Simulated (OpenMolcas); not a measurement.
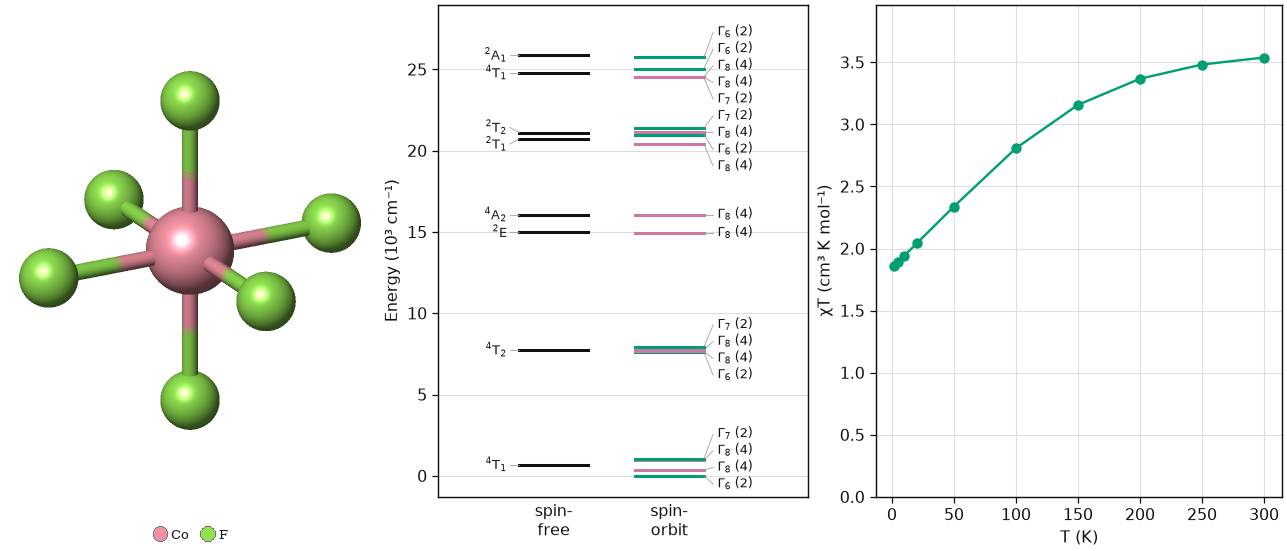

Co²⁺ (3d⁷) as a dopant in CsCaF₃, a cluster with its 6 nearest F⁻ at 1.987 Å (octahedron) embedded in model potentials and point charges; the geometry was set, not optimised, and its levels and susceptibility. Labels give the representation in O, Td, D4 or D3 as the site allows (double group for half-integer spin) where it could be assigned and, in brackets, the degeneracy; spin-free states, where drawn, share the zero of the spin-orbit levels. Computed with OpenMolcas: state-averaged CASSCF, active space 7 electrons in the shell 3d, basis ANO-RCC-VDZP on all atoms, DKH2 scalar Hamiltonian, spin-orbit coupling by RASSI with atomic mean-field integrals. Powder susceptibility by Van Vleck's formula.

Question: Give the ground level, the first gap and the ligand-field bands.

Answer: The ground level is Γ₆, a Kramers doublet, 100 % from states of spin multiplicity 4. Its principal g values are 4.43, 4.43 and 4.43, isotropic. The next level lies at 360 cm⁻¹ (Γ₈). The lowest spin-free state is ⁴T₁, from the free-ion F term; of the same spin there follow at 7,050 cm⁻¹ (⁴T₂), 15,400 cm⁻¹ (⁴A₂) and 24,100 cm⁻¹ (⁴T₁) above it. A ligand-field fit to the spin-free states gives |10Dq| = 7,950 cm⁻¹, B = 1,210 and C = 4,480 cm⁻¹ (rms misfit 100 cm⁻¹). χT is 1.86 cm³ K mol⁻¹ at 2 K and 3.54 at 300 K, an effective moment of 5.32 μB. The active orbitals hold 95 to 98 % metal character (Löwdin), and the Mulliken charge of the metal is +1.69.

Limits of the model: small active space favours high spin, ground spin may be wrong; the geometry is set by hand, with no relaxation and no charge compensation.
